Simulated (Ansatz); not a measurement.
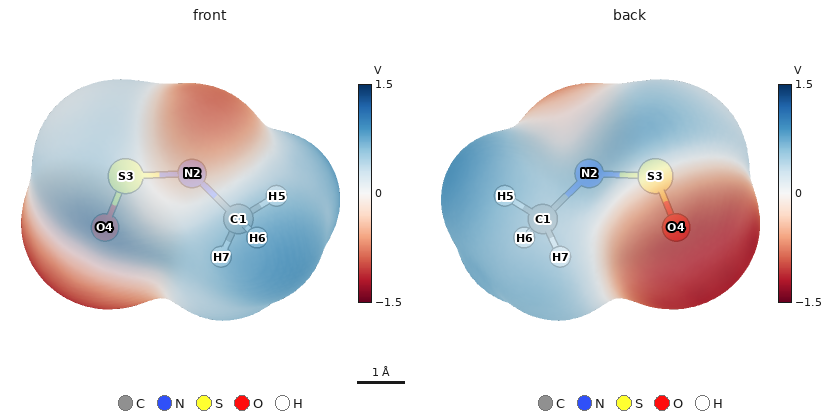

*CH₃NOS. The molecular electrostatic potential painted on the density surface at 0.001 e/bohr³, seen from the front and from behind; red is negative and blue positive.*

Geometry: PBE0-D4/def2-TZVP.

All numbers below come from RKS PBE0-D4/def2-TZVPP in Ansatz.

The calculation's input:

```
crystal:
  periodic: [false, false, false]
  atoms:
    - {symbol: C, position_ang: [0.247841, 0.769119, 0.005780]}
    - {symbol: N, position_ang: [-0.966113, 0.009868, 0.181448]}
    - {symbol: S, position_ang: [-1.059134, -1.491272, 0.097136]}
    - {symbol: O, position_ang: [0.136867, -2.270020, -0.179372]}
    - {symbol: H, position_ang: [0.098373, 1.474876, -0.815119]}
    - {symbol: H, position_ang: [0.419712, 1.360012, 0.908876]}
    - {symbol: H, position_ang: [1.122454, 0.147416, -0.198739]}
basis:
  gaussian: {orbitals: def2-TZVPP}
hamiltonian: {xc: pbe0, dispersion: d4}
output: {orbitals: {seedname: orbitals}}
```

Command:

```sh
ansatz run in.yaml --threads 2 --pin off --events-out ev --progress --plain --max-ram 32768MiB --backend cpu
```

Where is the surface potential most negative and most positive?

Answer. The most negative region (about −1.2 V, or −28 kcal/mol for a unit charge) lies over O4, the most positive (about +0.9 V, or +21 kcal/mol for a unit charge) over H5 and H6. O4 is the likeliest acceptor of a hydrogen bond.
